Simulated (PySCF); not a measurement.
# C₄H₇F₂Si (SMILES [H]/[C]=C(\[SiH3])CC(F)F) (doublet): what the fields show

The calculation's input:

```
{"job": {"kind": "epr", "basis": "pcH-1"}, "charge": 0, "multiplicity": 2}
C     -0.110237    -2.064836     0.003077
C      0.144120    -0.825853    -0.237486
Si     1.892044    -0.060443     0.140823
C     -0.875552     0.159272    -0.752908
C     -1.447289     0.971652     0.395825
F     -0.486346     1.730623     0.985080
F     -2.385065     1.846038    -0.048633
H      0.443673    -2.902362     0.361796
H      2.878591    -1.069350    -0.242303
H      2.033493     1.144574    -0.673466
H      1.950338     0.229826     1.569466
H     -0.424576     0.849685    -1.467982
H     -1.705398    -0.360796    -1.234525
H     -1.908474     0.351496     1.179070
```

Command:

```sh
OMP_NUM_THREADS=1 python probes_run.py task.json out
```

Geometry: GFN2-xTB.

Method: PySCF 2.14.0, density-fitted response routines, UKS B3LYP, pcH-1 on C F H Si, non-relativistic, mean-field spin-orbit, GIAO.

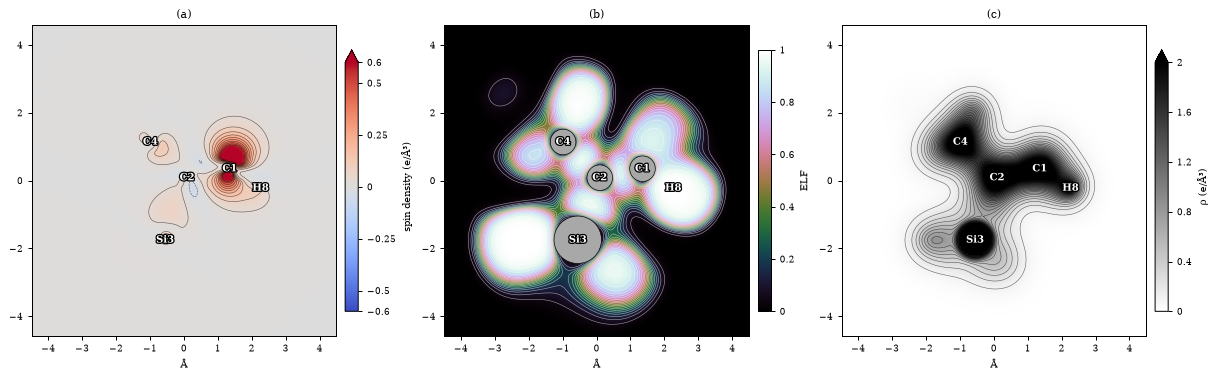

Figure 1. (a) spin density; (b) electron localisation function; (c) electron density on the plane of atoms C2, C1 and H8. Grey discs cover the atomic cores in the ELF map.

Interpret the plot.

Answer. Atoms in the plane: C, Si and H. C–C (1.29 Å): ρ at the midpoint is about 2.5 e/Å³; the ELF peaks at about 0.90 between the atoms: a multiple bond. C–Si (1.95 Å): the density is about 0.83 e/Å³ at the midpoint; the ELF peaks at about 0.95 between the atoms (localised, covalent bonding). C–H (1.07 Å): ρ is about 2.1 e/Å³ halfway; the ELF climbs to about 1 towards the hydrogen, as it does in any bond to H: a covalent bond by its length. The ELF also peaks beside C1, away from the bonds: non-bonding electrons, paired or unpaired. The unpaired spin (1 electron) lies mostly on C1 (about 0.7) and Si3 (about 0.1), in electrons by Hirshfeld's partition.

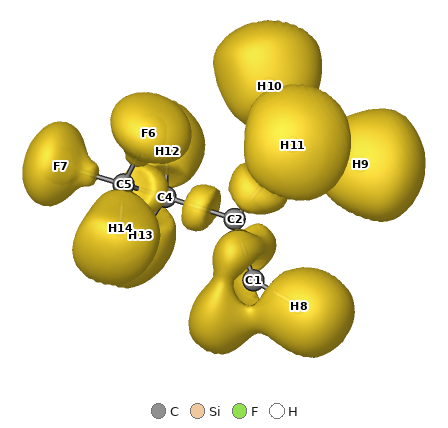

Figure 2. Isosurface of the electron localisation function at 0.75 (yellow), seen at a tilt. Core shells and regions of very low density are left out.

Identify the bonds, lone pairs and shells in this picture.

Answer. The surface consists of two regions between bonded C–C atoms (shared pairs), one region between bonded C–Si atoms (shared pairs), six regions around hydrogen nuclei, two regions on F in which the atom's valence shell and bonds are merged and one joined region spread over several atoms (C, H), in which their bonds and any lone pairs are merged. Profiles from the grid: C–F (1.36 Å): the ELF peaks at about 0.85 between the atoms: a polar covalent bond.

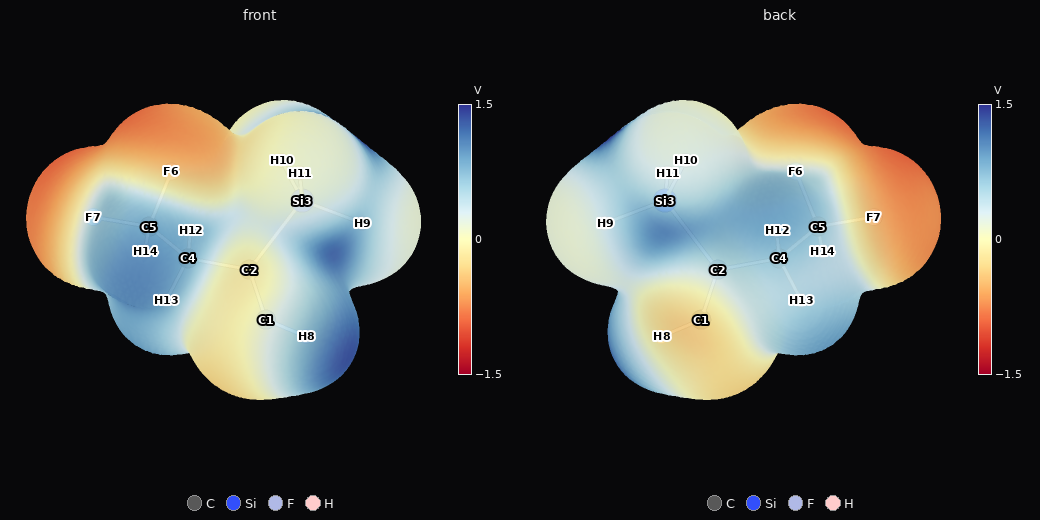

Figure 3. The electrostatic potential painted on the density surface at 0.002 e/bohr³, seen from the front and from behind; the colour scale runs from red (negative) to blue (positive).

Which sites attract a positive test charge, and which a negative one?

Answer. A positive charge is drawn to the negative regions and a negative charge to the positive ones. The most negative region (about −0.9 V, or −21 kcal/mol for a unit charge) lies over F6 and F7, the most positive (about +1.4 V, or +32 kcal/mol for a unit charge) over Si3 and H8.
